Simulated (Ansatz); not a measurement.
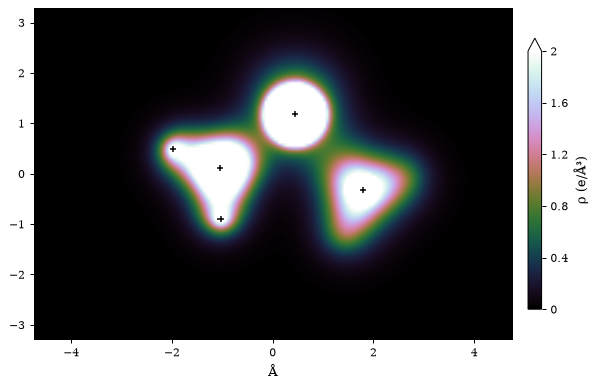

The electron density on a plane through atoms (crosses mark nuclei in the plane).

All numbers below come from Ansatz 0.2.0, isolated molecule in a Gaussian basis; Kohn-Sham density functional theory, functional PBE0.

Candidates:
A. CH₅GeN (SMILES [CH3][Ge-]=[NH2+])
B. GaLiNO (SMILES [Li]/[O+]=[N]/[Ga]) (charge +1, triplet)
C. CHBGaP (SMILES [Ga][C]1=PB1)

Which system is this?

Candidate A: CH₅GeN on the plane of atoms Ge2, N3 and H8, which holds C, Ge, N and H. Ge–N (1.83 Å): ρ at the midpoint is about 0.94 e/Å³. C–Ge (2.02 Å): ρ at the midpoint is about 0.79 e/Å³.
